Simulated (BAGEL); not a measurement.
**One shape, several levels: triplet C2H2Cl2F2**

We compute a comparison of 3 runs (UHF/STO-3G, UHF/3-21G, ROHF/6-31G*) of triplet C2H2Cl2F2. 

Program for the calculation: BAGEL 1.2.2.

6 further runs of the same task are left out: 6 that didn't finish.

## 1. Starting point

C2H2Cl2F2: 8 atoms, total charge 0, spin state triplet. As SMILES of the parent species, `FC(F)C(Cl)Cl`. The shape is that of a PBE0-D4/def2-TZVP optimisation. This is one conformer, not always the lowest. That shape belongs to the parent species and isn't relaxed for this state.

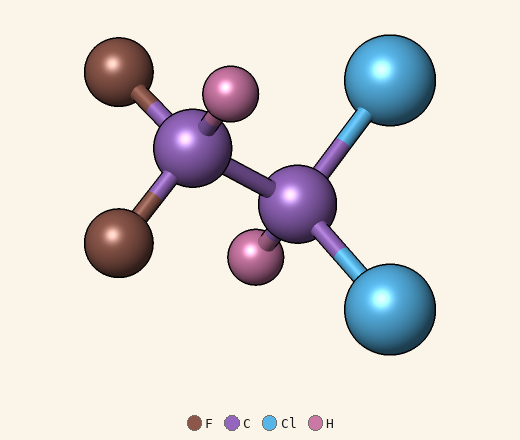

The structure, seen from a chosen angle (fluorine brown, carbon purple, chlorine blue, hydrogen pink).

## 2. A single-point energy at UHF/STO-3G (density fitting with cc-pvqz-jkfit) (run 1)

calc.json

```json
{ "bagel" : [

{
  "title" : "molecule",
  "basis" : "sto-3g",
  "df_basis" : "cc-pvqz-jkfit",
  "angstrom" : "true",
  "geometry" : [
    { "atom" : "F", "xyz" : [    0.408370,   -1.137320,    1.314790 ] },
    { "atom" : "C", "xyz" : [    0.672870,   -0.311460,    0.282290 ] },
    { "atom" : "F", "xyz" : [    1.286580,   -1.040250,   -0.671770 ] },
    { "atom" : "C", "xyz" : [   -0.639670,    0.230610,   -0.271540 ] },
    { "atom" : "Cl", "xyz" : [   -0.309580,    1.248420,   -1.669870 ] },
    { "atom" : "Cl", "xyz" : [   -1.486960,    1.117430,    0.991650 ] },
    { "atom" : "H", "xyz" : [    1.340900,    0.487530,    0.616660 ] },
    { "atom" : "H", "xyz" : [   -1.272520,   -0.594960,   -0.592210 ] }
  ]
},
{ "title" : "uhf", "nopen" : 2 },
{ "title" : "print", "file" : "orbitals.molden", "orbitals" : "true" }

]}
```

Started as:

```
$ BAGEL_NUM_THREADS=1 BAGEL calc.json > calc.out
```

Standard output:

```text
* using 1 threads per process

  ===============================================================
  ===============================================================

  *** Geometry ***

  { "atom" : "F", "xyz" : [      0.771707,     -2.149223,      2.484593 ] },
  { "atom" : "C", "xyz" : [      1.271540,     -0.588574,      0.533451 ] },
  { "atom" : "F", "xyz" : [      2.431284,     -1.965788,     -1.269461 ] },
[... 4 lines of this table left out ...]
  { "atom" : "H", "xyz" : [     -2.404714,     -1.124311,     -1.119115 ] },

  Number of auxiliary basis functions:      822

  Since a DF basis is specified, we compute 2- and 3-index integrals:
    o Being stored without compression. Storage requirement is 0.011 GB

  Number of basis functions:       40
  Number of electrons      :       66

    * METHOD: MOLECULE                             1.10

  *** Open-shell HF ***

  === Nuclear Repulsion ===
   380.4948853800

      * DIIS with orbital gradients will be used.

  === UHF iteration (sto-3g) ===
      0      -1180.56289930          0.04053809           0.23
      1      -1180.78095509          0.01764848           0.22
      2      -1180.82231844          0.00722536           0.24
[... 91 lines of this table left out ...]
     94      -1180.84630438          0.00000001           0.21
    * SCF iteration converged.

    * S^2 (UHF) is 2.0076

    * Permanent dipole moment:
           (   -0.191312,     0.401342,    -0.065399) a.u.

    * METHOD: UHF                                 22.25

    * METHOD: PRINT                                0.01

  ===============================================================
```

Wall time 24 s (1 thread of Intel Xeon Platinum 8259CL at 2.50GHz (Skylake/Cascade Lake), shared host); peak memory 0.11 GiB.

## 3. The energy at UHF/3-21G (density fitting with cc-pvqz-jkfit) (run 2)

input.json

```json
{ "bagel" : [

{
  "title" : "molecule",
  "basis" : "3-21g",
  "df_basis" : "cc-pvqz-jkfit",
  "angstrom" : true,
  "geometry" : [
    { "atom" : "F", "xyz" : [       0.408370,      -1.137320,       1.314790 ] },
    { "atom" : "C", "xyz" : [       0.672870,      -0.311460,       0.282290 ] },
    { "atom" : "F", "xyz" : [       1.286580,      -1.040250,      -0.671770 ] },
    { "atom" : "C", "xyz" : [      -0.639670,       0.230610,      -0.271540 ] },
    { "atom" : "Cl", "xyz" : [      -0.309580,       1.248420,      -1.669870 ] },
    { "atom" : "Cl", "xyz" : [      -1.486960,       1.117430,       0.991650 ] },
    { "atom" : "H", "xyz" : [       1.340900,       0.487530,       0.616660 ] },
    { "atom" : "H", "xyz" : [      -1.272520,      -0.594960,      -0.592210 ] }
  ]
},

{
  "title" : "uhf",
  "nopen" : 2
},

{
  "title" : "print",
  "file" : "orbitals.molden",
  "orbitals" : true
}

]}
```

Started as:

```
$ BAGEL_NUM_THREADS=1 BAGEL input.json > input.out
```

Standard output:

```text
* using 1 threads per process

  ===============================================================
  ===============================================================

  *** Geometry ***

  { "atom" : "F", "xyz" : [      0.771707,     -2.149223,      2.484593 ] },
  { "atom" : "C", "xyz" : [      1.271540,     -0.588574,      0.533451 ] },
  { "atom" : "F", "xyz" : [      2.431284,     -1.965788,     -1.269461 ] },
[... 4 lines of this table left out ...]
  { "atom" : "H", "xyz" : [     -2.404714,     -1.124311,     -1.119115 ] },

  Number of auxiliary basis functions:      822

  Since a DF basis is specified, we compute 2- and 3-index integrals:
    o Being stored without compression. Storage requirement is 0.029 GB

  Number of basis functions:       66
  Number of electrons      :       66

    * METHOD: MOLECULE                             1.59

  *** Open-shell HF ***

  === Nuclear Repulsion ===
   380.4948853800

      * DIIS with orbital gradients will be used.

  === UHF iteration (3-21g) ===
      0      -1188.31487116          0.04318438           0.50
      1      -1188.45891609          0.02982819           0.48
      2      -1188.51076589          0.01815257           0.42
[... 87 lines of this table left out ...]
     90      -1188.54986284          0.00000001           0.45
    * SCF iteration converged.

    * S^2 (UHF) is 2.0225

    * Permanent dipole moment:
           (   -0.013733,    -0.005590,    -0.007009) a.u.

    * METHOD: UHF                                 42.55

    * METHOD: PRINT                                0.02

  ===============================================================
```

Wall time 44 s (1 thread of Intel Xeon Platinum 8259CL at 2.50GHz (Skylake/Cascade Lake), shared host); peak memory 0.16 GiB.

## 4. A single-point energy at ROHF/6-31G(d) (density fitting with cc-pvqz-jkfit, spherical functions) (run 3)

hf.json

```json
{ "bagel": [

{
  "title": "molecule",
  "basis": "6-31gs.json",
  "df_basis": "cc-pvqz-jkfit",
  "angstrom": true,
  "geometry": [
    { "atom": "F", "xyz": [    0.408370,   -1.137320,    1.314790 ] },
    { "atom": "C", "xyz": [    0.672870,   -0.311460,    0.282290 ] },
    { "atom": "F", "xyz": [    1.286580,   -1.040250,   -0.671770 ] },
    { "atom": "C", "xyz": [   -0.639670,    0.230610,   -0.271540 ] },
    { "atom": "Cl", "xyz": [   -0.309580,    1.248420,   -1.669870 ] },
    { "atom": "Cl", "xyz": [   -1.486960,    1.117430,    0.991650 ] },
    { "atom": "H", "xyz": [    1.340900,    0.487530,    0.616660 ] },
    { "atom": "H", "xyz": [   -1.272520,   -0.594960,   -0.592210 ] }
  ]
},
{
  "title": "rohf",
  "charge": 0,
  "nopen": 2
},
{
  "title": "print",
  "file": "orbitals.molden",
  "orbitals": true
}

]}
```

The basis set 6-31G* is read from a file made from the Basis Set Exchange's data (not shown).

Started as:

```
$ BAGEL_NUM_THREADS=1 BAGEL hf.json > hf.out
```

Standard output:

```text
* using 1 threads per process

  ===============================================================
  ===============================================================

  *** Geometry ***

  { "atom" : "F", "xyz" : [      0.771707,     -2.149223,      2.484593 ] },
  { "atom" : "C", "xyz" : [      1.271540,     -0.588574,      0.533451 ] },
  { "atom" : "F", "xyz" : [      2.431284,     -1.965788,     -1.269461 ] },
[... 4 lines of this table left out ...]
  { "atom" : "H", "xyz" : [     -2.404714,     -1.124311,     -1.119115 ] },

  Number of auxiliary basis functions:      822

  Since a DF basis is specified, we compute 2- and 3-index integrals:
    o Being stored without compression. Storage requirement is 0.061 GB

  Number of basis functions:       96
  Number of electrons      :       66

    * METHOD: MOLECULE                             1.96

  *** Open-shell HF ***

  === Nuclear Repulsion ===
   380.4948853800

      * DIIS with orbital gradients will be used.

  === ROHF iteration (6-31gs.json) ===
      0      -1194.16369933          0.03496945           0.79
      1      -1194.30140973          0.02591526           0.73
      2      -1194.35665734          0.01758376           0.64
[... 87 lines of this table left out ...]
     90      -1194.41398565          0.00000001           0.53
    * SCF iteration converged.

    * S^2 (ROHF) is 2.0000

    * Permanent dipole moment:
           (   -0.018854,     0.013231,    -0.008408) a.u.

    * METHOD: ROHF                                52.44

    * METHOD: PRINT                                0.03

  ===============================================================
```

Wall time 55 s (1 thread of Intel Xeon Platinum 8259CL at 2.50GHz (Skylake/Cascade Lake), shared host); peak memory 0.23 GiB.

## 5. All runs side by side

```csv
run,level,energy (Eh),dipole moment (D),⟨S²⟩,wall time
1,UHF/STO-3G (density fitting with cc-pvqz-jkfit),-1180.846304,1.14,2.008,24 s
2,UHF/3-21G (density fitting with cc-pvqz-jkfit),-1188.549863,0.04,2.022,44 s
3,"ROHF/6-31G* (density fitting with cc-pvqz-jkfit, spherical functions)",-1194.413986,0.06,2.000,55 s
```

## 6. Summary of results

| quantity | value |
| --- | --- |
| run 3: total energy | -1194.41399 Eh |
| run 3: dipole moment | 0.06 D |
| run 3: ⟨S²⟩ | 2.000 |

What this shows: The dipole moment (its size) runs from 0.04 D (UHF/3-21G) to 1.14 D (UHF/STO-3G). In run 1 the basis is minimal, so the values are rough. All runs together took 2.1 min, the longest 55 s.
